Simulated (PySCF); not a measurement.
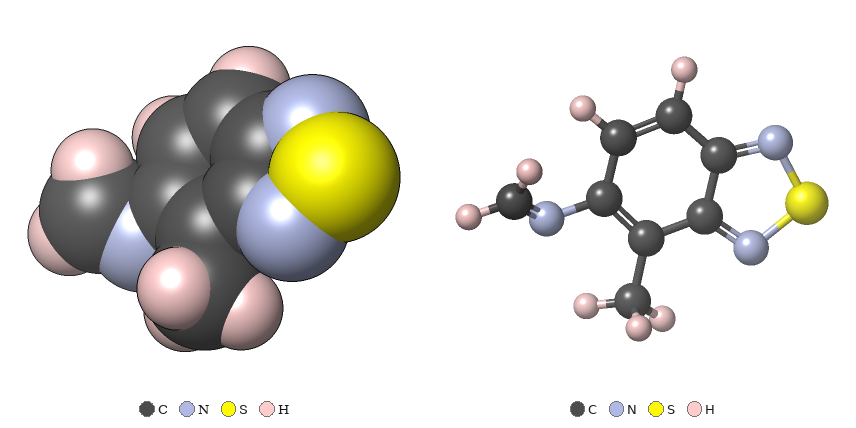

The same structure drawn twice, from different directions.

Which formula does it have?

C8H7N3S, 19 atoms: 8 carbon, 7 hydrogen, 3 nitrogen and 1 sulfur.

Give the symmetry (Schoenflies symbol).

C1.

Does it have rings?

Independent rings (smallest set): 1 of 5 members, 1 of 6 members, 2 of them aromatic.

Write the SMILES.

C=Nc1ccc2nsnc2c1C

Count the bonded pairs by element.

7 C–C, 7 C–H, 4 C–N, 2 N–S.

The parts below concern this one geometry. Atoms keep their numbers from picture to picture. The geometry was computed by an optimisation with PBE0-D3(BJ)/def2-SVP. No frequency run is at hand to confirm it as a minimum.

**Shape**

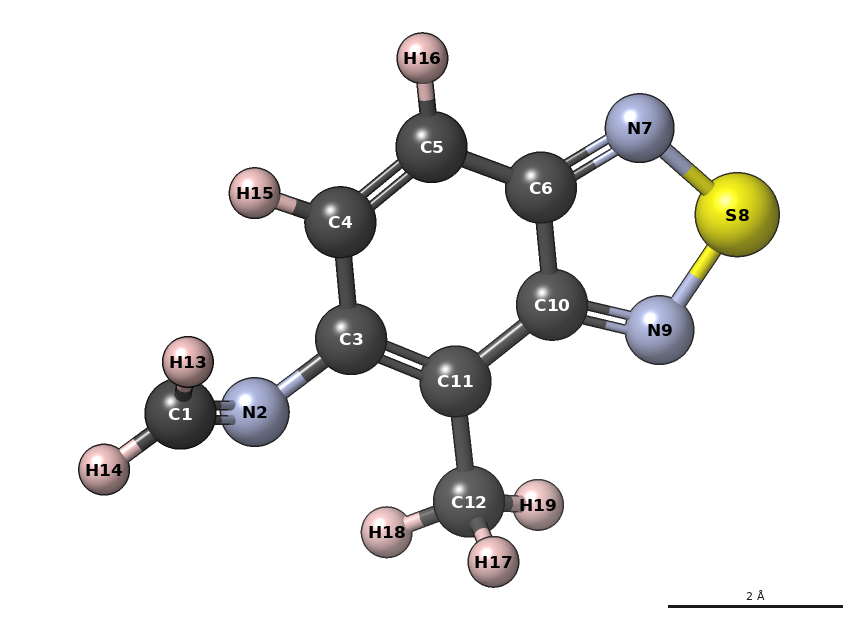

The atoms are numbered. No frequency run is at hand to confirm it as a minimum.

Describe the coordination of atom 3.

C3 has 3 neighbours (N2 at 1.40, C4 at 1.44, C11 at 1.39 Å); the arrangement is trigonal planar.

What is the geometry at S8?

S8 has 2 neighbours (N7 at 1.63, N9 at 1.63 Å); the arrangement is bent.

Describe the coordination of atom 11.

C11 has 3 neighbours (C3 at 1.39, C10 at 1.43, C12 at 1.49 Å); the arrangement is trigonal planar.

How are the neighbours of atom 7 arranged?

N7 has 2 neighbours (C6 at 1.33, S8 at 1.63 Å); the arrangement is bent.

What is the dihedral angle N7–C6–C10–N9?

0° in size, that is syn (eclipsed).

**Electronic properties**

No frequency run is at hand to confirm it as a minimum. Level of theory: PBE0/pcSseg-1 in tetrahydrofuran (IEF-PCM) (PySCF 2.14.0).

Computed properties:

- dipole moment: 3.59 D
- HOMO energy (Kohn–Sham orbital): −6.64 eV
- LUMO energy (Kohn–Sham orbital): −2.50 eV
- HOMO–LUMO gap: 4.14 eV

**Charges**

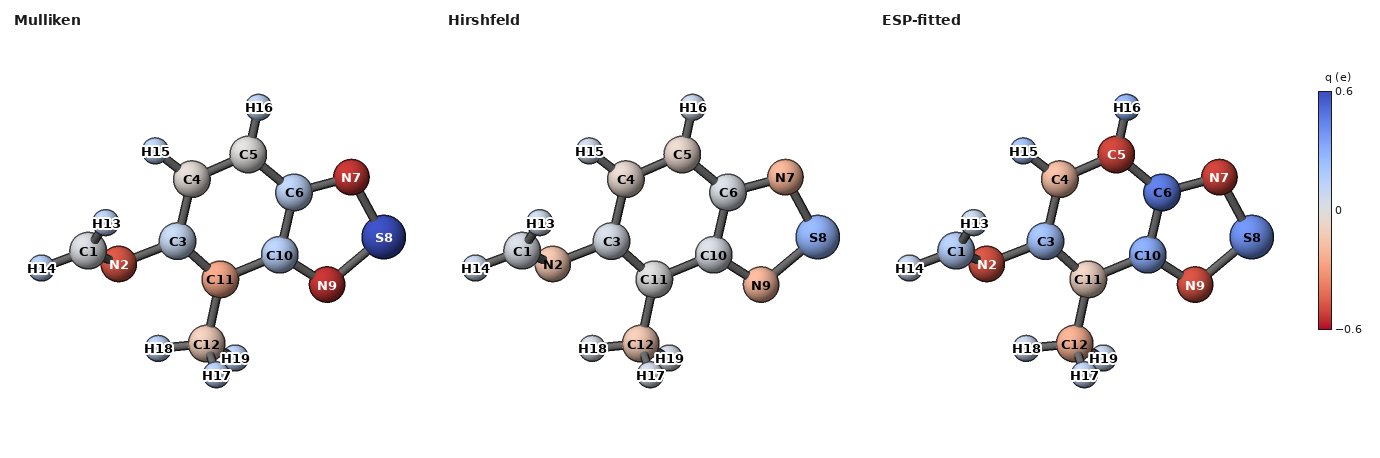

Atomic charges of one calculation by 3 schemes, on one colour scale. No frequency run is at hand to confirm it as a minimum. Method: PBE0/pcSseg-1 in dichloromethane (IEF-PCM) (PySCF 2.14.0).

Which scheme gives the most polar picture (largest mean size of the charges)?

The ESP-fitted charges are the largest in size here, and the Hirshfeld charges the smallest.

On which atom do the schemes disagree most?

On C5 (from −0.50 to −0.01 e).

List the charges (e), one line for each set of equivalent atoms.

```csv
atom,Mulliken,Hirshfeld,ESP-fitted
C1,0.02,0.03,0.16
N2,−0.47,−0.14,−0.47
C3,0.10,0.04,0.22
C4,−0.03,−0.05,−0.17
C5,−0.01,−0.05,−0.50
C6,0.13,0.02,0.45
N7,−0.53,−0.21,−0.51
S8,0.58,0.27,0.39
N9,−0.54,−0.20,−0.48
C10,0.15,0.03,0.30
C11,−0.25,0.00,−0.09
C12,−0.10,−0.12,−0.22
H13,0.13,0.06,0.07
H14,0.15,0.07,0.09
H15,0.13,0.06,0.21
H16,0.12,0.07,0.26
H17,0.15,0.05,0.11
H18,0.14,0.04,0.08
H19,0.13,0.04,0.08
```

**Ring current**

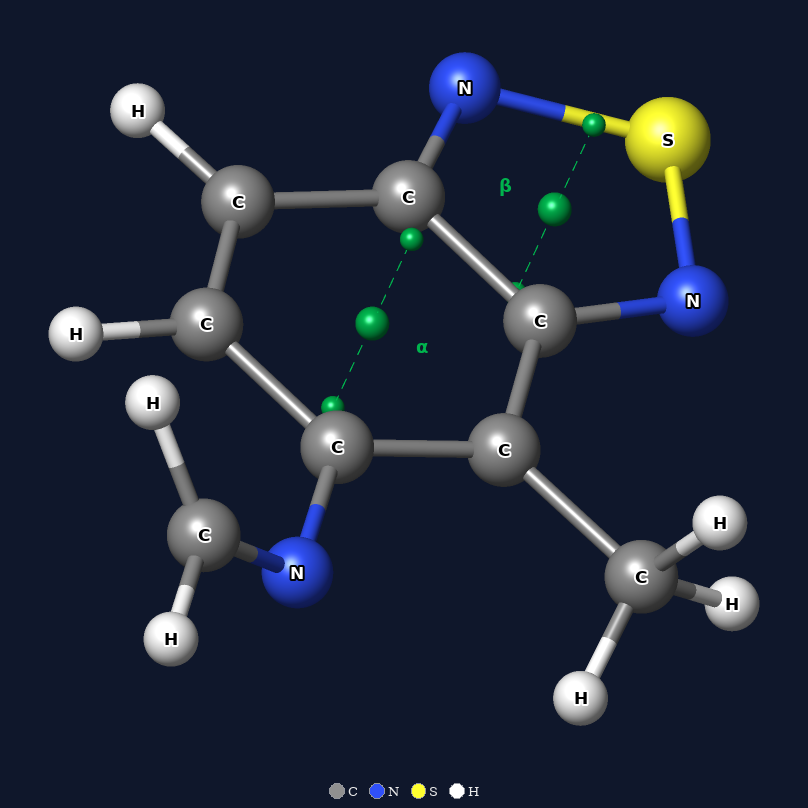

The small points mark where nucleus-independent chemical shifts (NICS) were computed: at the centre of each lettered ring and 1 Å above and below it. No frequency run is at hand to confirm it as a minimum. Level of theory: GIAO PBE0/pcSseg-1 NMR shielding, non-relativistic, IEF-PCM dichloromethane (PySCF 2.14.0).

Give NICS(0), NICS(1) and the out-of-plane component NICS(1)zz for each ring (means of the two sides).

| ring | members | NICS(0) | NICS(1) | NICS(1)zz |
| --- | --- | --- | --- | --- |
| α | C6 | −5.6 | −8.9 | −20.6 |
| β | C2N2S | −15.5 | −14.6 | −37.1 |

Values in ppm.

What do the values say about the ring currents?

Ring α: diatropic, as in an aromatic ring. Ring β: diatropic, as in an aromatic ring. NICS is one index among several.

Mulliken values depend strongly on the basis set and can even reverse the polarity of a bond.
